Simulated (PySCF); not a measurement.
CH7GeNO, SMILES `[GeH4].NC=O`.

Method: PBE0/6-311G**; geometry: GFN2-xTB; program: PySCF. GFN2-xTB bond lengths at metals and heavier atoms can be off by up to 0.1 Å and shapes distorted, which carries into these values.

Geometry (Å), atoms numbered from 1:

```
Ge1     -1.6289   -0.0555    0.0009
H2      -1.4383   -1.5226   -0.0289
H3      -3.0768    0.2658    0.0187
H4      -1.0116    0.5602   -1.2038
H5      -0.9903    0.5157    1.2158
N6       2.0780    1.1020   -0.0003
C7       2.1835   -0.2376   -0.0092
O8       3.2136   -0.8534    0.0067
H9       2.9175    1.6593    0.0211
H10      1.1856    1.5636   -0.0153
H11      1.1845   -0.7272   -0.0336
```

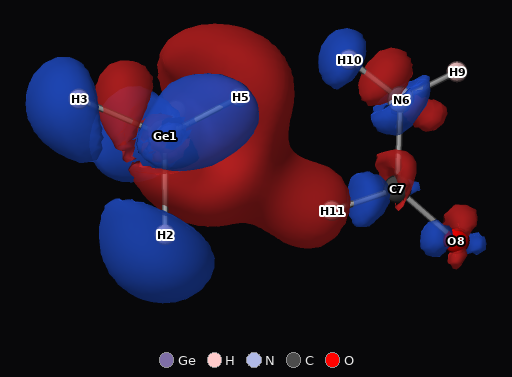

Density of the complex less the densities of the two fragments at the same geometry, ±0.001 e/Å³ (red: gain, blue: loss). Fragment A: GeH4 (atoms 1–5); fragment B: H3CNO.

> Which way does charge flow?

Hirshfeld charges show almost no net transfer (under 0.005 e). By Hirshfeld charges, electrons gather most on H4 and H5 alike (−0.003 e) and leave H2 most (+0.006 e); 0.03 e is displaced in all, which induces a dipole of 0.22 D.

> What is the interaction energy, and which contacts carry it?

The counterpoise-corrected interaction energy of the frozen fragments is +0.6 kcal/mol without dispersion correction and −0.7 kcal/mol with D3(BJ). The pair geometry is semi-empirical, not a minimum at this level. Contacts: Ge1···H11, 2.89 Å, ρ = 0.007 a.u.; Ge1···H10, 3.25 Å, ρ = 0.004 a.u., a bond path close to vanishing (ellipticity 7.6). The pose is a local one from a semi-empirical search, not shown to be the most stable.
